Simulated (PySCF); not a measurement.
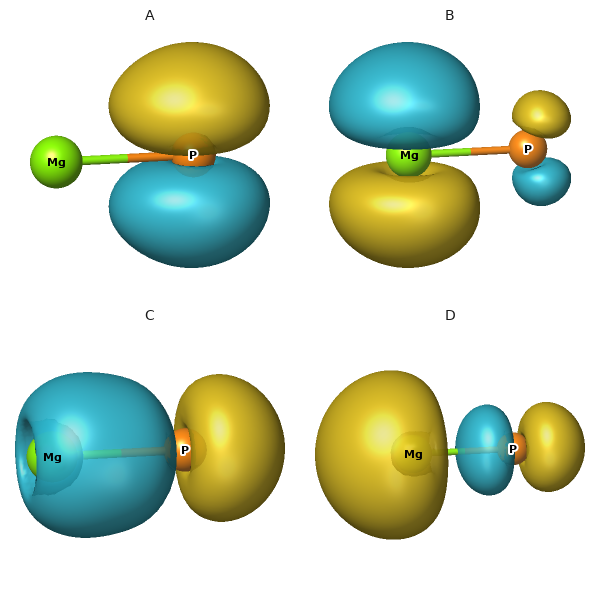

Figure 1: MgP (charge +1, triplet). Four frontier α-spin orbitals, each drawn at the value that holds 80 % of its norm (yellow and cyan are the two phases), in no order; of a degenerate pair one member is drawn.

⟨S²⟩ = 2.06, above the pure value of 2.00.

Computed with PySCF 2.14.0, PBE0/pcseg-1, non-relativistic, at a bond length of 2.516 Å.

**Label each orbital by symmetry, say whether it is occupied, and order them by energy.**

Orbital C: σ, occupied in this spin, −13.17 eV; shared between the atoms (Mg 35 %, P 65 %).
Orbital A: π, occupied in this spin, −12.41 eV; mainly on P (90 %).
Orbital D: σ, empty in this spin, −8.67 eV; mainly on Mg (80 %).
Orbital B: π, empty in this spin, −5.00 eV; mainly on Mg (90 %).
